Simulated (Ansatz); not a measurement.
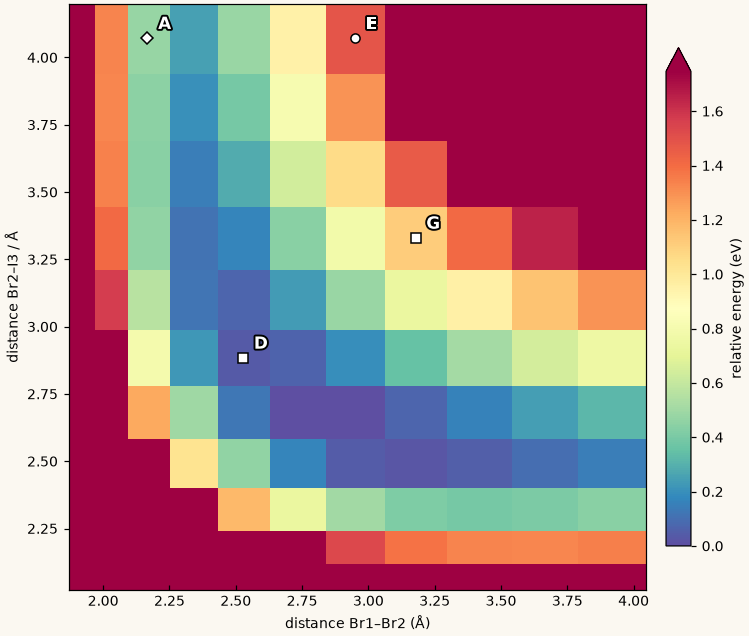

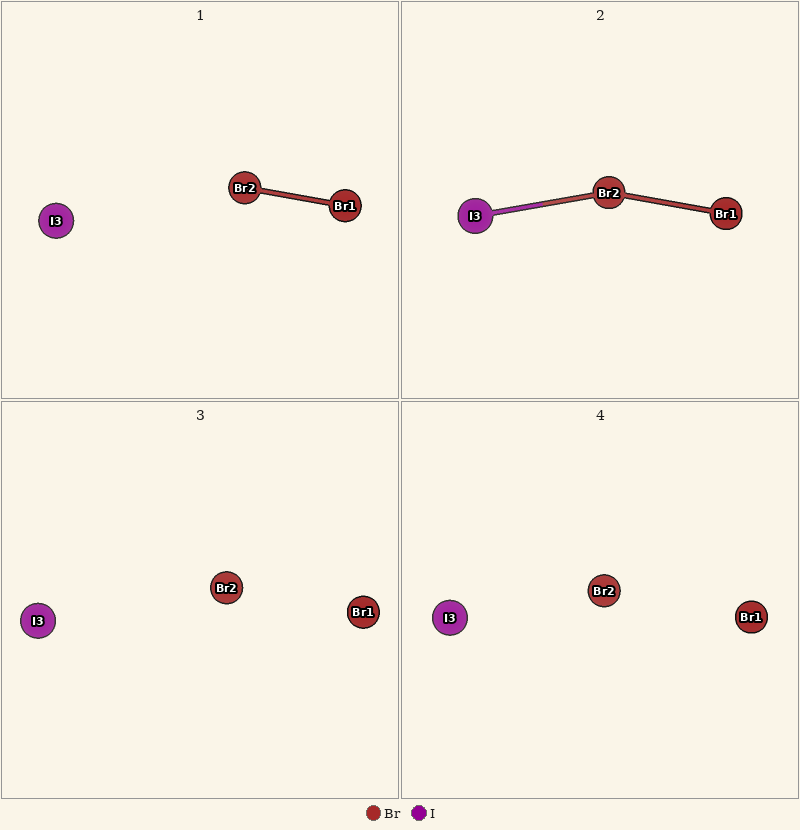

The system Br⁻ + BrI. The first coordinate is: distance Br1–Br2; the second: distance Br2–I3. Nothing is relaxed (the angle Br1–Br2–I3 is fixed at 160 degrees). Grid: 11 × 11 points. All energies are given in eV relative to the lowest grid point. The reference is spin-restricted, so regions where a bond is pulled apart into radicals lie too high. Method: RHF/def2-SVPD in Ansatz.

The picture shows one coloured cell a grid point, one colour for all values above the top of the scale, lettered points. The numbered pictures are the structures at these points, in random order.

Which structure belongs to which point?

Answer. A is structure 1: distance Br1–Br2 = 2.167 Å, distance Br2–I3 = 4.072 Å, 0.48 eV; D is structure 2: distance Br1–Br2 = 2.528 Å, distance Br2–I3 = 2.884 Å, 0.036 eV; E is structure 3: distance Br1–Br2 = 2.950 Å, distance Br2–I3 = 4.072 Å, 1.48 eV; G is structure 4: distance Br1–Br2 = 3.178 Å, distance Br2–I3 = 3.330 Å, 1.12 eV.
